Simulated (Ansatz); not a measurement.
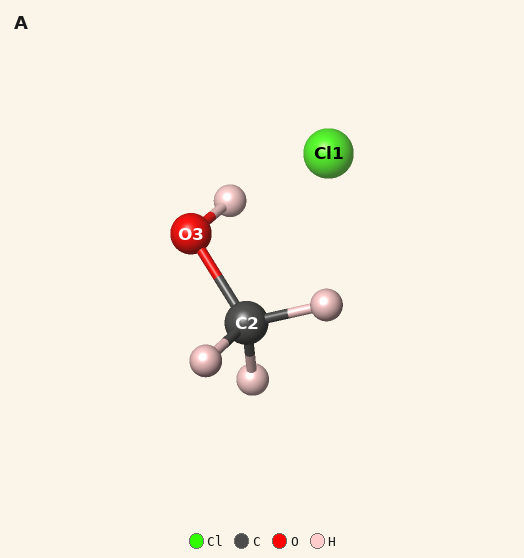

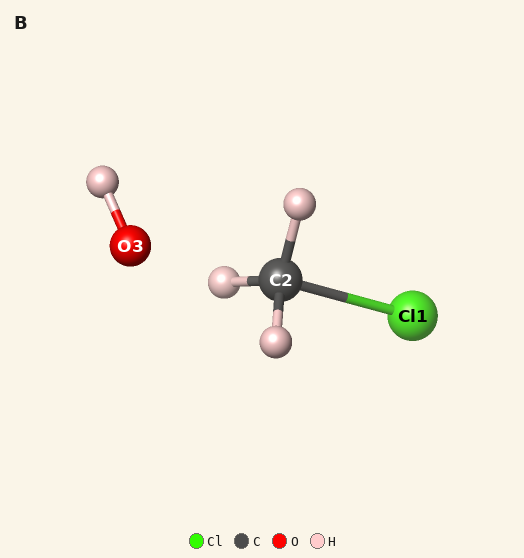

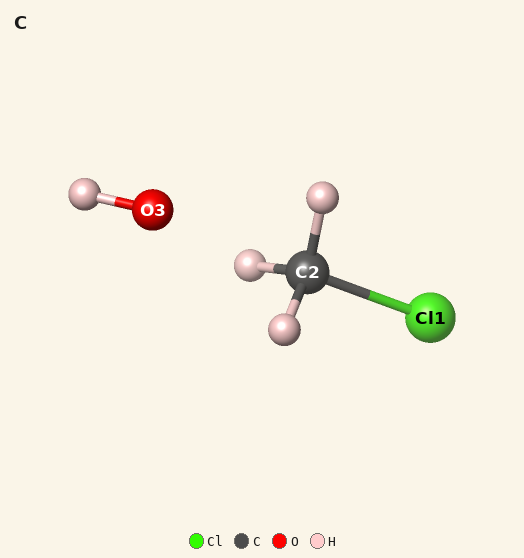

Three stationary points along one reaction path, in mixed order. Sticks follow a distance rule, so a partial bond may show as a full stick or not at all. Charge −1, singlet. Geometries: PBE0-D4/def2-TZVPD; all other levels are single points on them, and energies count from the start as drawn. Program: Ansatz 0.2.0. In CBS estimates cores are frozen, and CCSD(T) − MP2 is taken in the smaller basis.

### Which panel shows the transition state?

B.

### Which bonds form and which break from C to A?

Formed: C2–O3; broken: Cl1–C2. At the saddle point C2···O3 is 2.30 Å, Cl1···C2 is 2.01 Å.

Give the electronic barrier and the reaction energy from C to A in kJ/mol (no zero-point energy) with CCSD(T)/CBS (MP2 limit from def2-TZVPPD and def2-QZVPPD plus CCSD(T) − MP2); CAM-B3LYP-D4/def2-TZVPPD; B2PLYP (frozen core)/def2-TZVPPD; r2SCAN0-D4/def2-TZVPPD; ωB97M-V/def2-TZVPPD; BLYP-D4/def2-TZVPPD; PBE0-D4/def2-SVP; PBE-D4/STO-3G.

```csv
level,barrier,reaction energy
CCSD(T)/CBS (MP2 limit from def2-TZVPPD and def2-QZVPPD plus CCSD(T) − MP2),7.9,−223.1
CAM-B3LYP-D4/def2-TZVPPD,6.4,−230.8
B2PLYP (frozen core)/def2-TZVPPD,3.3,−218.0
r2SCAN0-D4/def2-TZVPPD,2.6,−237.7
ωB97M-V/def2-TZVPPD,8.0,−226.6
BLYP-D4/def2-TZVPPD,−7.2,−200.2
PBE0-D4/def2-SVP,−14.8,−298.2
PBE-D4/STO-3G,−107.7,−519.6
```

Where the saddle lies below an end point, that level has no barrier at this geometry, which was found with another level.
